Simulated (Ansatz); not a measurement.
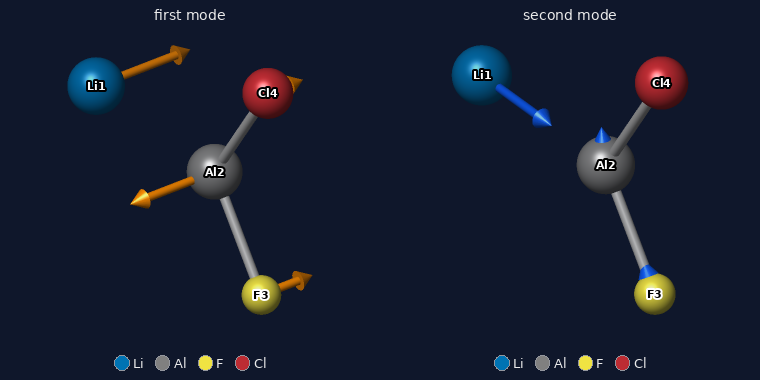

The system is AlClFLi; the picture shows the reference structure; its two panels give the patterns of the first and the second mode as arrows. Coordinates scanned: (1) normal mode 2 (154 cm⁻¹); (2) normal mode 4 (380 cm⁻¹). Nothing is relaxed (straight displacements along the two mass-weighted modes). Grid: 15 × 15 points; 131 points were computed and 94 follow by symmetry. Energies are in kcal/mol, from the relaxed molecule at the same level. The calculation used RKS PBE0-D4/def2-TZVP (Ansatz 0.2.0).

Its coordinates:

```csv
atom,x (Å),y (Å),z (Å)
Li,-0.4139,0.4920,2.4155
Al,-0.0064,-0.1225,-0.0726
F,-0.1339,-1.6471,-0.7399
Cl,0.5542,1.2776,-1.6030
```

Range: normal mode 2 (154 cm⁻¹) from −2.607 to 2.607 amu½·Å; normal mode 4 (380 cm⁻¹) from −1.063 to 1.063 amu½·Å.

Question: What will the energy surface look like?

Answer: The lowest grid point is at normal mode 2 (154 cm⁻¹) = 0.000 amu½·Å, normal mode 4 (380 cm⁻¹) = 0.000 amu½·Å, 0.0 kcal/mol from the relaxed molecule at the same level. No other kind of well shows on this grid. The highest grid point, normal mode 2 (154 cm⁻¹) = −2.607 amu½·Å, normal mode 4 (380 cm⁻¹) = −1.063 amu½·Å, lies 16.8 kcal/mol above the lowest.

```tsv
normal mode 4 (380 cm⁻¹) ↓, normal mode 2 (154 cm⁻¹) →	−2.607	−2.234	−1.862	−1.490	−1.117	−0.745	−0.372	0.000	0.372	0.745	1.117	1.490	1.862	2.234	2.607
1.063	10.7	9.5	8.9	8.6	8.7	8.9	9.0	9.1	9.0	8.9	8.7	8.6	8.9	9.5	10.7
0.911	9.7	8.1	7.1	6.6	6.4	6.4	6.4	6.4	6.4	6.4	6.4	6.6	7.1	8.1	9.7
0.759	9.0	7.1	5.8	5.0	4.6	4.4	4.3	4.3	4.3	4.4	4.6	5.0	5.8	7.1	9.0
0.607	8.6	6.4	4.9	3.8	3.2	2.8	2.7	2.6	2.7	2.8	3.2	3.8	4.9	6.4	8.6
0.455	8.5	6.1	4.3	3.1	2.2	1.7	1.5	1.4	1.5	1.7	2.2	3.1	4.3	6.1	8.5
0.304	8.6	6.0	4.0	2.6	1.6	1.0	0.7	0.6	0.7	1.0	1.6	2.6	4.0	6.0	8.6
0.152	8.9	6.2	4.0	2.5	1.4	0.7	0.3	0.1	0.3	0.7	1.4	2.5	4.0	6.2	8.9
0.000	9.5	6.5	4.3	2.6	1.4	0.6	0.1	0.0	0.1	0.6	1.4	2.6	4.3	6.5	9.5
−0.152	10.2	7.1	4.7	2.9	1.6	0.8	0.3	0.1	0.3	0.8	1.6	2.9	4.7	7.1	10.2
−0.304	11.0	7.9	5.4	3.5	2.1	1.2	0.7	0.5	0.7	1.2	2.1	3.5	5.4	7.9	11.0
−0.455	12.0	8.8	6.2	4.2	2.8	1.8	1.3	1.1	1.3	1.8	2.8	4.2	6.2	8.8	12.0
−0.607	13.1	9.8	7.2	5.2	3.7	2.7	2.1	1.9	2.1	2.7	3.7	5.2	7.2	9.8	13.1
−0.759	14.3	11.0	8.3	6.2	4.7	3.7	3.1	2.9	3.1	3.7	4.7	6.2	8.3	11.0	14.3
−0.911	15.5	12.2	9.5	7.4	5.8	4.8	4.2	4.0	4.2	4.8	5.8	7.4	9.5	12.2	15.5
−1.063	16.8	13.5	10.8	8.7	7.1	6.0	5.4	5.2	5.4	6.0	7.1	8.7	10.8	13.5	16.8
```

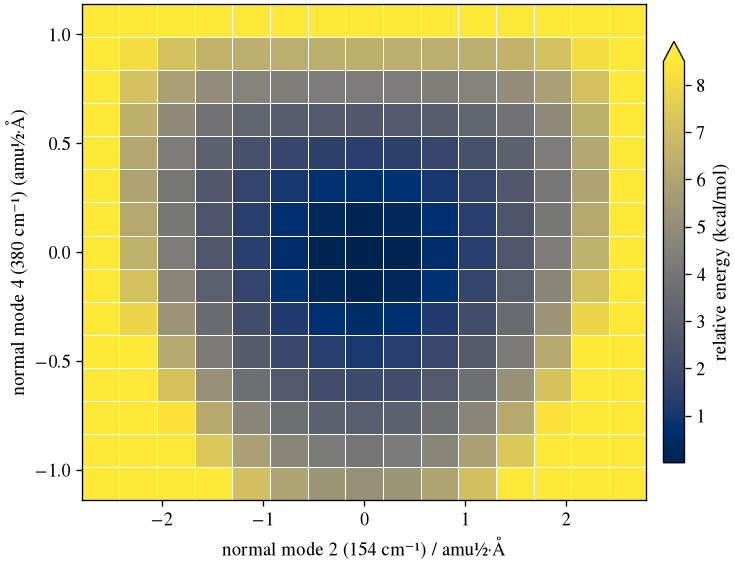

Drawn: one coloured cell a grid point, one colour for all values above the top of the scale.

Time for the 131 points that were run: 4.5 min on 1 thread of INTEL(R) XEON(R) PLATINUM 8581C CPU @ 2.30GHz (Emerald Rapids) (shared host).
